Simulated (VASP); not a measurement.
Band structure of OsO₂ (space group P4_2/mnm). All values below come from LDA (Ceperley-Alder, Perdew-Zunger) with spin-orbit coupling, VASP's LDA PAW potentials (set 64) (plane waves; VASP).

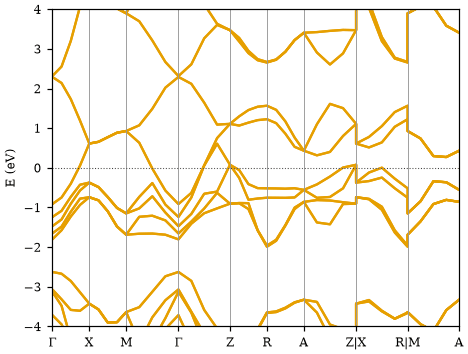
Fig. 1. Bands along high-symmetry lines, zero at the valence-band maximum or, without a gap, the Fermi level

Q: Read the plot: is there a gap, and where are the band edges?

A: It has no gap at this level: it comes out as a metal or semimetal.

The structure comes from a computed database's OsO2 entry (P4_2/mnm); how it stands against other phases isn't given here. It was relaxed first.
